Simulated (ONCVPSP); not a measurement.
## Cu: pseudopotential generation (part 2 of 2)

The same run, continued: copper (Cu, Z = 29), core [Ne], reference valence 3s2 3p6 3d10 4s0.5 (an ion of charge +0.5), valence charge 19. Method: ONCV potential, PBE, fully relativistic, made with ONCVPSP 4.0.1.

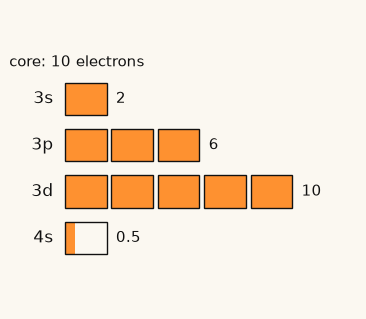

The valence shells of the reference configuration: a box for each of the 2l + 1 orbitals, shaded by the share of the shell that is filled, with the electron count at the right.

The program's output (extracts), continued:
```
 Testing for highly-localized positive-energy ghosts
       l    <radius>/rc     E Basis Diag.   E Cutoff

       2        0.685520      225.321194    490.24  WARNING - GHOST(+)

Ghost test for J = L - 1/2

 Testing for bound ghosts
   n   l    E NL Schr. Eq   E Basis Diag.   E Cutoff

   1   0       -4.364093       -4.364091    168.79
   2   0       -0.297573       -0.145336    168.79

   2   1       -2.864755       -2.862562    305.19

       2                      -15.446640    490.24  WARNING - GHOST(-)
   3   2       -0.341471       -0.311194    490.24

 Testing for highly-localized positive-energy ghosts
       l    <radius>/rc     E Basis Diag.   E Cutoff

       2        0.688523      225.031112    490.24  WARNING - GHOST(+)

Test configuration 0

   n   l kap    f        eae           eps        diff
   1   0  -1  2.0000 -325.34177168
   2   0  -1  2.0000  -39.17762074
   2   1  -2  4.0000  -33.58426984
   2   1   1  2.0000  -34.33753602
   3   0  -1  2.0000   -4.36410063   -4.36409344    7.19E-06
   3   1  -2  4.0000   -2.77008051   -2.77016341   -8.29E-05
   3   1   1  2.0000   -2.86475832   -2.86475489    3.43E-06
   3   2  -3  6.0000   -0.33160986   -0.33158597    2.39E-05
   3   2   2  4.0000   -0.34157975   -0.34147127    1.08E-04
   4   0  -1  0.5000   -0.29757873   -0.29757341    5.32E-06

    Total energies and differences
      AE_ref= -1.65478547E+03  AE_tst= -1.65478547E+03  dif=  0.00E+00
      PS_ref= -1.96929709E+02  PS_tst= -1.96929709E+02  dif=  1.99E-12
      PSP excitation error= -1.99E-12

Test configuration 1

psatom_r: WARNING lschvkbb convergence error n,l,kap,iter=   3   2  -3

-
ea(ii),et,emin,emax -2.172115E-01 -1.954904E-01 -1.954904E-01 -1.954904E-01

psatom_r: WARNING lschvkbb convergence error n,l,kap,iter=   1   0  -1

.
ea(ii),et,emin,emax -4.218916E+00 -3.797025E+00 -3.797025E+00 -3.797025E+00

psatom_r: WARNING lschvkbb convergence error n,l,kap,iter=   2   1  -2

.
ea(ii),et,emin,emax -2.625725E+00 -2.363152E+00 -2.363152E+00 -2.363152E+00

psatom_r: WARNING lschvkbb convergence error n,l,kap,iter=   3   2  -3

.
ea(ii),et,emin,emax -2.172115E-01 -1.954904E-01 -1.954904E-01 -1.954904E-01

psatom_r: WARNING lschvkbb convergence error n,l,kap,iter=   2   0  -1

.
ea(ii),et,emin,emax -1.863810E-01 -1.677429E-01 -1.677429E-01 -1.677429E-01
run_config_r: WARNING for fully non-local PS atom,
 WARNING no output for configuration 2

Test configuration 2

   n   l kap    f        eae           eps        diff
   1   0  -1  2.0000 -325.50908220
   2   0  -1  2.0000  -39.33946007
   2   1  -2  4.0000  -33.74655174
   2   1   1  2.0000  -34.49987238
   3   0  -1  2.0000   -4.53081605   -4.53054777    2.68E-04
   3   1  -2  4.0000   -2.93744643   -2.93733702    1.09E-04
   3   1   1  2.0000   -3.03195818   -3.03177398    1.84E-04
   3   2  -3  6.0000   -0.49794900   -0.49791764    3.14E-05
   3   2   2  4.0000   -0.50798003   -0.50786821    1.12E-04
   4   0  -1  0.0000   -0.43700004   -0.43700004    0.00E+00

    Total energies and differences
      AE_ref= -1.65478547E+03  AE_tst= -1.65460222E+03  dif=  1.83E-01
      PS_ref= -1.96929709E+02  PS_tst= -1.96746481E+02  dif=  1.83E-01
      PSP excitation error=  2.09E-05

Test configuration 3

   n   l kap    f        eae           eps        diff
   1   0  -1  2.0000 -326.13458332
   2   0  -1  2.0000  -39.97739873
   2   1  -2  4.0000  -34.38313064
   2   1   1  2.0000  -35.13629560
   3   0  -1  2.0000   -5.15414111   -5.15447129   -3.30E-04
   3   1  -2  4.0000   -3.55529871   -3.55550727   -2.09E-04
   3   1   1  2.0000   -3.65091150   -3.65103279   -1.21E-04
   3   2  -3  5.4000   -1.08433512   -1.08422715    1.08E-04
   3   2   2  3.6000   -1.09536238   -1.09516465    1.98E-04
   4   0  -1  0.0000   -0.82109860   -0.82109860    0.00E+00

    Total energies and differences
      AE_ref= -1.65478547E+03  AE_tst= -1.65381824E+03  dif=  9.67E-01
      PS_ref= -1.96929709E+02  PS_tst= -1.95962585E+02  dif=  9.67E-01
      PSP excitation error=  1.06E-04

Test configuration 4

   n   l kap    f        eae           eps        diff
   1   0  -1  2.0000 -325.93612953
   2   0  -1  2.0000  -39.65202492
   2   1  -2  4.0000  -34.07102607
   2   1   1  2.0000  -34.82570743
   3   0  -1  2.0000   -4.79374236   -4.79261039    1.13E-03
   3   1  -2  3.3333   -3.19383707   -3.19106470    2.77E-03
   3   1   1  1.6667   -3.29003551   -3.28713996    2.90E-03
   3   2  -3  6.0000   -0.71847518   -0.71888029   -4.05E-04
   3   2   2  4.0000   -0.72954258   -0.72986559   -3.23E-04
   4   0  -1  1.0000   -0.50312359   -0.50287091    2.53E-04

    Total energies and differences
      AE_ref= -1.65478547E+03  AE_tst= -1.65197788E+03  dif=  2.81E+00
      PS_ref= -1.96929709E+02  PS_tst= -1.94123502E+02  dif=  2.81E+00
      PSP excitation error=  1.38E-03
```

Key numbers:

- outcome: generated, with a ghost state
- cutoffs needed: 167 Ha and 244 Ha (the cutoffs at which the residual kinetic energy of the hardest occupied pseudo-wave falls to 1 and 0.1 mHa per electron)
- ghost test: GHOST(-) flagged for d5/2 at -487.5 eV, d3/2 at -420.3 eV; no localised positive-energy state flagged (flags above 300 eV left out)
- configuration tests: 1 of 4 tests not solved
- rms error of d²Exc/dni dnj: 8.55 mHa without and 5.61 mHa with the model core
- largest excitation error among the tests solved: +38 meV (all-electron minus pseudo) for 3s2 3p5 3d10 4s1
- range over which the phases arctan(r R′/R) at the test radius agree within 0.05 rad (a looser test near the poles than one of phase shifts): s: over the whole range computed; p3/2: over the whole range computed; p1/2: over the whole range computed; d5/2: over the whole range computed; d3/2: over the whole range computed; f7/2: not judged, local potential alone; f5/2: not judged, local potential alone
- hardware: 1 CPU thread, shared host
- wall time: 6.3 s

Notes:

The potential has a bound ghost state, so it can't be used as it stands. Warnings of the program, in the generation or the tests: wellstate: negative energy specified for n= 4 l= 1; psatom_r: WARNING lschvkbb convergence error n,l,kap,iter= 1 0 -1; psatom_r: WARNING lschvkbb convergence error n,l,kap,iter= 2 0 -1.
